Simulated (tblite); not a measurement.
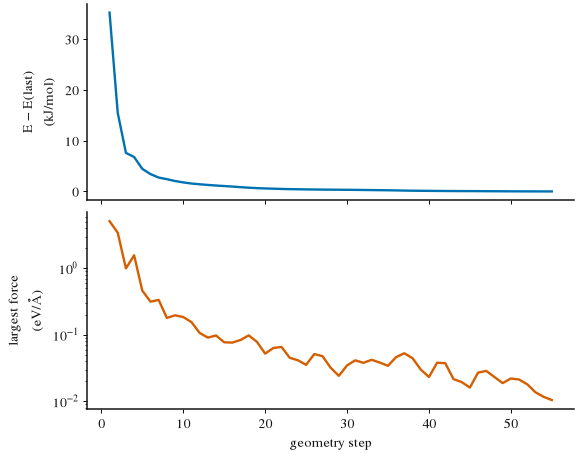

History of a geometry optimisation.

- system: C$_{6}$H$_{11}$OP (SMILES C#CP(=O)(CC)CC)
- method: GFN2-xTB geometry optimisation, gas phase (tblite)

How did the optimisation end?

The optimisation met its thresholds at geometry 55, counting the start as the first. The energy fell by about 35 kJ/mol from the first step to the last. The largest force goes from about 5.1 eV/Å at the start to 0.01 eV/Å at the end.
